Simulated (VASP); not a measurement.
Band structure of SnO$_{2}$ (relaxed from the CdCl2 structure, space group R-3m). These are r2SCAN meta-GGA, VASP's PBE PAW potentials (set 64) (plane waves; VASP) values and carry that method's errors.

Unless said otherwise, spin-orbit coupling is left out, though it shifts the bands of the heavy elements here.

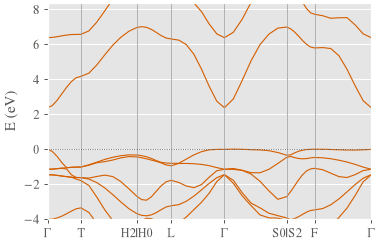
Figure. Bands along high-symmetry lines, zero at the valence-band maximum or, without a gap, the Fermi level

Read the plot: is there a gap, and where are the band edges?

The gap is indirect, 2.37 eV, from the valence maximum at Γ-S0 at 0.14 to the conduction minimum at Γ.

The structure was generated: SnO2 was put into the CdCl2 type (R-3m), which need not be its known phase. It was relaxed first.
